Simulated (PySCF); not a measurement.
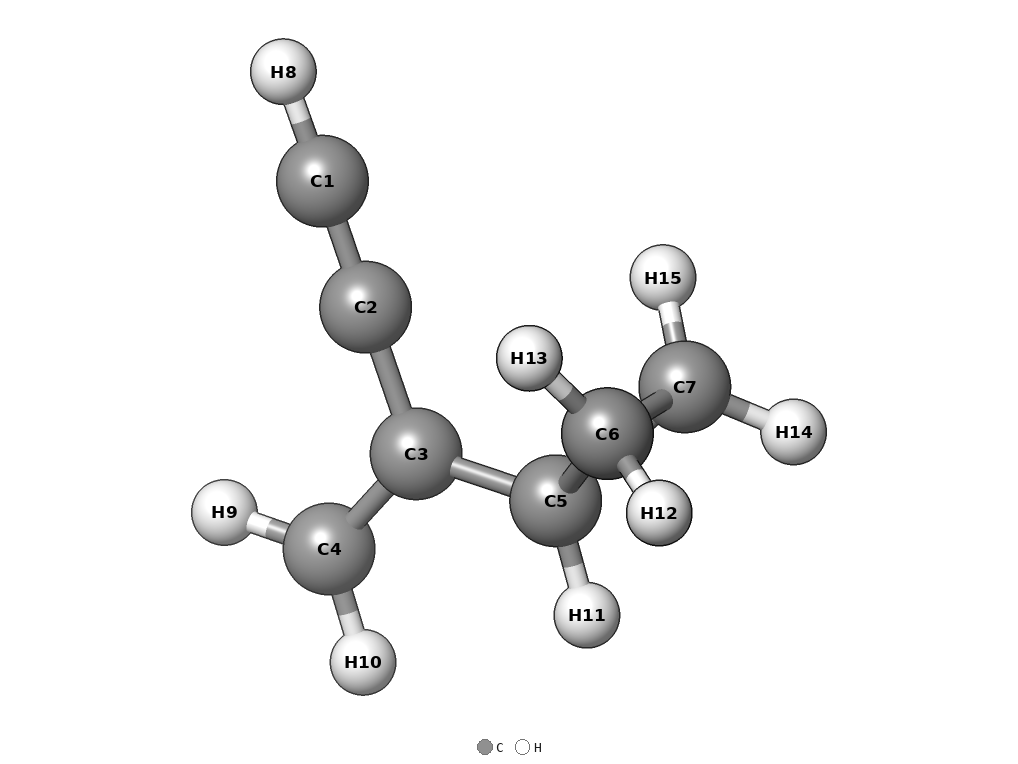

The species has charge +1 and is a spin doublet. The computed structure is the end point of a GFN2-xTB optimisation. No frequency run is at hand to confirm it as a minimum. Level of theory: UKS B3LYP, pcH-1 on C H, non-relativistic (PySCF 2.14.0). Fermi-contact and spin-dipolar terms alone, no spin-orbit part.

### Which nucleus has the largest dipolar (anisotropic) hyperfine coupling?

13C at C4: principal values −49.5, −49.3, 98.8 MHz.

List the isotropic and dipolar parts for the most strongly coupled nuclei, one of each equivalent set.

```json
{"atom": "C4", "isotope": "13C", "a_iso (MHz)": "46.7", "dipolar part (MHz)": "−49.5, −49.3, 98.8"}
{"atom": "C1", "isotope": "13C", "a_iso (MHz)": "11.8", "dipolar part (MHz)": "−14.5, −13.7, 28.3"}
{"atom": "C5", "isotope": "13C", "a_iso (MHz)": "2.0", "dipolar part (MHz)": "−14.2, −12.2, 26.4"}
{"atom": "H9", "isotope": "1H", "a_iso (MHz)": "−40.8", "dipolar part (MHz)": "−22.7, −3.0, 25.7"}
{"atom": "H10", "isotope": "1H", "a_iso (MHz)": "−40.2", "dipolar part (MHz)": "−22.5, −3.1, 25.6"}
{"atom": "C6", "isotope": "13C", "a_iso (MHz)": "1.1", "dipolar part (MHz)": "−8.3, −8.0, 16.3"}
{"atom": "H8", "isotope": "1H", "a_iso (MHz)": "−13.9", "dipolar part (MHz)": "−7.0, −1.8, 8.7"}
{"atom": "C3", "isotope": "13C", "a_iso (MHz)": "−18.3", "dipolar part (MHz)": "−6.7, −1.8, 8.5"}
```
